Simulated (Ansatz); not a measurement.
Take SiO₂ in the rutile structure (space group P4_2/mnm, No. 136; a = 4.185 Å, c = 2.669 Å) as the base.

The change: cell and atoms relaxed at a pressure of 9 GPa.

All numbers come from r2SCAN (Ansatz, an electronic-structure program, PAW, no spin-orbit coupling).

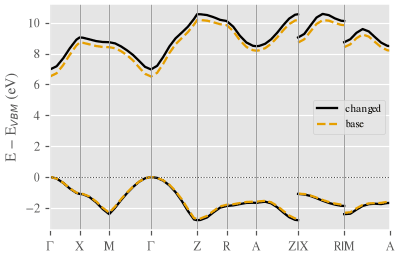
*Highest valence and lowest conduction band along the path, each from its own valence-band maximum*

Problem. Read the changed gap and its character from the plot.

Solution. About 7.0 eV, direct at Γ.

Load acts through the strain it causes; cell and atoms are relaxed under it. No phonon test of stability was made. No other phases were tried under pressure.
